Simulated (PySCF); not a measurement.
# Ge2H6 (digermane): levels of theory compared

Aim: a comparison of 5 runs (HF/3-21G, HF/def2-SVPD, HF/def2-TZVP, B3LYP/6-31G*, PBE0/def2-SVP) of Ge2H6 (digermane). The job is set up through a Python script.

The results are computed with PySCF 2.14.0.

**1. Starting point**

The species is Ge2H6 (8 atoms), meant as a singlet with charge 0. As SMILES, `[GeH3][GeH3]`. The coordinates come from a PBE0-D4/def2-TZVP relaxation.

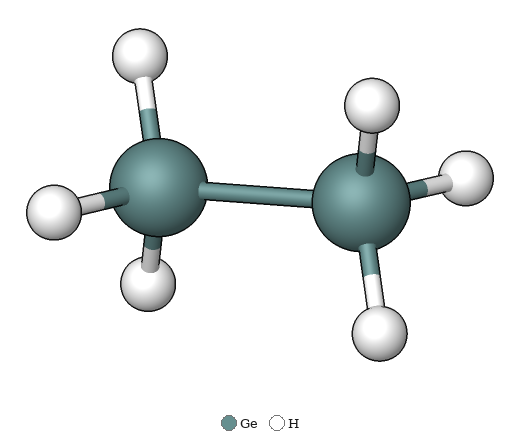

The structure, seen from a chosen angle (germanium teal, hydrogen white).

**2. Energy and gradient at HF/3-21G (run 1)**

job.py

```python
# [GeH3][GeH3]
from pyscf import gto, scf

mol = gto.Mole()
mol.atom = '''
Ge    -0.569150     0.281910    -1.029950
Ge     0.569150    -0.281910     1.029950
H     -0.360530    -0.825230    -2.075830
H     -2.077470     0.442320    -0.780090
H     -0.023210     1.601970    -1.597890
H      0.367430     0.829100     2.073090
H      2.076310    -0.450460     0.778490
H      0.017470    -1.597700     1.602230
'''
mol.spin = 0
mol.basis = '3-21g'
mol.verbose = 4
mol.max_memory = 1860
mol.charge = 0
mol.build()

mf = scf.RHF(mol)
mf.conv_tol = 1e-10
mf.kernel()
if not mf.converged:
    mf = mf.newton().run(mf.mo_coeff, mf.mo_occ)

e_tot = mf.e_tot
print('Final energy', e_tot)
grad = mf.nuc_grad_method().kernel()
mf.analyze()
```

Run with:

```
$ OMP_NUM_THREADS=1 python job.py
```

Standard output:

```text
PySCF version 2.14.0

[... 80 lines left out ...]
MO #1   energy= -402.676238777421  occ= 2
[... 10 lines left out ...]
MO #12  energy= -7.13622665709247  occ= 2
[... 10 lines left out ...]
MO #23  energy= -1.53771301359121  occ= 2
[... 10 lines left out ...]
MO #34  energy= -0.455490309795429 occ= 2
[... 10 lines left out ...]
MO #45  energy= 0.418720799960831  occ= 0
[... 10 lines left out ...]
MO #56  energy= 1.38511492666787   occ= 0
[... 67 lines left out ...]
Dipole moment(X, Y, Z, Debye):  0.00001, -0.00001, -0.00001
```

Wall time 2.7 s (1 thread of Arm Neoverse V1, shared host); peak memory 0.13 GiB.

**3. Energy and gradient at HF/def2-SVPD (run 2)**

input.xyz

```xyz
8
Ge2H6
Ge    -0.569150     0.281910    -1.029950
Ge     0.569150    -0.281910     1.029950
H     -0.360530    -0.825230    -2.075830
H     -2.077470     0.442320    -0.780090
H     -0.023210     1.601970    -1.597890
H      0.367430     0.829100     2.073090
H      2.076310    -0.450460     0.778490
H      0.017470    -1.597700     1.602230
```

input.py

```python
import pyscf.grad
from pyscf import gto, scf

system = gto.M(
    atom='input.xyz',
    max_memory=1860,
    basis='def2-svpd',
    charge=0,
    verbose=3,
)

mf = scf.RHF(system)
mf.conv_tol = 1e-10
mf.kernel()
if not mf.converged:
    mf = mf.newton().run(mf.mo_coeff, mf.mo_occ)

etot = mf.e_tot
print('Final energy', etot)
grad = mf.Gradients().kernel()
mf.analyze()
```

Run with:

```
$ OMP_NUM_THREADS=1 python input.py
```

Standard output:

```text
converged SCF energy = -4153.6924107733
[... 28 lines left out ...]
MO #19  energy= -1.63538830226213  occ= 2
[... 20 lines left out ...]
MO #40  energy= 0.129456037350994  occ= 0
[... 20 lines left out ...]
MO #61  energy= 0.382609712038973  occ= 0
[... 20 lines left out ...]
MO #82  energy= 0.826289279341824  occ= 0
[... 20 lines left out ...]
MO #103 energy= 2.03203514297244   occ= 0
[... 20 lines left out ...]
MO #124 energy= 3.16304164069208   occ= 0
[... 9 lines left out ...]
Dipole moment(X, Y, Z, Debye):  0.00001, -0.00001, -0.00001
```

It took 19 s on 1 thread of Arm Neoverse V1, shared host; peak memory 0.34 GiB.

Runs 3 to 4 aren't shown in full; the table further down has their settings and results.

**4. Energy and forces at PBE0/def2-SVP (run 5)**

input.py

```python
import pyscf.grad
from pyscf import gto, dft

system = gto.M(
    atom='''
Ge  -0.569150   0.281910  -1.029950
Ge   0.569150  -0.281910   1.029950
H   -0.360530  -0.825230  -2.075830
H   -2.077470   0.442320  -0.780090
H   -0.023210   1.601970  -1.597890
H    0.367430   0.829100   2.073090
H    2.076310  -0.450460   0.778490
H    0.017470  -1.597700   1.602230
''',
    spin=0,
    verbose=4,
    basis='def2-svp',
    max_memory=1860,
)

mf = dft.RKS(system, xc='pbe0')
mf.grids.level = 5
mf.conv_tol = 1e-10
mf.kernel()
if not mf.converged:
    mf = mf.newton().run(mf.mo_coeff, mf.mo_occ)

energy = mf.e_tot
print('Final energy', energy)
grad = mf.Gradients().kernel()
dip = mf.dip_moment()
pop, q = mf.mulliken_pop()
```

Run with:

```
$ OMP_NUM_THREADS=1 python input.py
```

Standard output:

```text
PySCF version 2.14.0

[... 71 lines left out ...]
converged SCF energy = -4156.54799570724
Final energy -4156.547995707245
[... 12 lines left out ...]
Dipole moment(X, Y, Z, Debye):  0.00001, -0.00001, -0.00001
[... 103 lines left out ...]
charge of    7H =     -0.04781
```

It took 30 s on 1 thread of Arm Neoverse V1, shared host; peak memory 0.92 GiB.

**5. Overview of the runs**

| run | level | Cartesian functions | integration grid | energy (Eh) | dipole moment (D) | HOMO energy (eV) | LUMO energy (eV) | wall time |
| --- | --- | --- | --- | --- | --- | --- | --- | --- |
| 1 | HF/3-21G | no | – | -4134.112386 | 0.00 | -10.61 | 3.73 | 2.7 s |
| 2 | HF/def2-SVPD | no | – | -4153.692411 | 0.00 | -10.68 | 2.09 | 19 s |
| 3 | HF/def2-TZVP | no | – | -4154.218343 | 0.00 | -10.69 | 3.47 | 29 s |
| 4 | B3LYP/6-31G* (Cartesian functions) | yes | 5 | -4157.133917 | 0.00 | -7.87 | 0.14 | 31 s |
| 5 | PBE0/def2-SVP | no | 5 | -4156.547996 | 0.00 | -8.20 | 0.74 | 30 s |

**6. What came out**

```
                       quantity           value
            run 5: total energy  -4156.54800 Eh
           run 5: dipole moment          0.00 D
             run 5: HOMO energy        -8.20 eV
             run 5: LUMO energy         0.74 eV
           run 5: HOMO–LUMO gap         8.94 eV
run 5: largest force on an atom      0.046 eV/Å
```

What this shows: The HOMO–LUMO gap runs from 8.00 eV (B3LYP/6-31G*) to 14.34 eV (HF/3-21G). The two ends differ in method and basis. Totals of different functionals can't be ranked against each other. All runs together took 1.9 min, the longest 31 s.
